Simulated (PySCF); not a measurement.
# C7H4F2: electronic excitations

Wanted: the electronic excitations of C7H4F2 (`Fc1cc(F)c2c(c1)C2`), by calculation.

Programs: PySCF 2.14.0, with density-fitted response routines of our own. Each step states its level of theory. These are calculated values for one molecule in the gas phase, unless marked as measured. Atoms are numbered from 0 throughout.

## (1) The starting structure

13 atoms, charge 0, multiplicity 1; geometry from: GFN2-xTB.

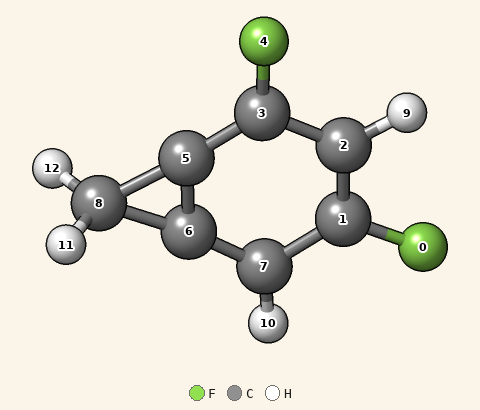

The starting geometry (fluorine green, carbon grey, hydrogen white), atoms numbered.

## (2) TDDFT and polarisability: CAM-B3LYP/def2-SVPD

Job settings and geometry (Å):

```
{"job": {"kind": "uv", "xc": "CAM-B3LYP", "basis": "def2-SVPD", "nstates": 8, "ntriplets": 3}, "charge": 0, "multiplicity": 1}
F     -2.671611    -1.256484    -0.272650
C     -1.480258    -0.641090    -0.149083
C     -1.470839     0.737141    -0.070823
C     -0.254772     1.433864     0.059449
F     -0.264031     2.776729     0.135772
C      0.856013     0.664725     0.098032
C      0.802916    -0.714522     0.017192
C     -0.326512    -1.452116    -0.107977
C      2.141661    -0.087369     0.154857
H     -2.399802     1.282803    -0.108341
H     -0.396745    -2.525325    -0.172394
H      2.799676    -0.058815    -0.705595
H      2.659915    -0.159055     1.103833
```

Method: TDDFT CAM-B3LYP/def2-SVPD, vertical, gas phase, core orbitals frozen in the response.

Predict these results of the whole session: lowest singlet (CAM-B3LYP/def2-SVPD); brightest single state of those computed; lowest triplet.

**Answer**, as computed:

| quantity | value |
| --- | --- |
| lowest singlet (CAM-B3LYP/def2-SVPD) | 5.34 eV (232 nm), f = 0.030 |
| brightest single state of those computed | state 6, 6.99 eV, f = 0.526 |
| lowest triplet | 4.03 eV |

**Reading.** The first singlet state (HOMO→LUMO 0.71, HOMO−1→LUMO+1 0.23) lies at 5.34 eV and is weak; of the 8 states computed, the strongest absorption comes from state 6 at 6.99 eV. The lowest triplet lies 1.31 eV below the lowest singlet (triplets in Tamm-Dancoff, singlets in full TDDFT).
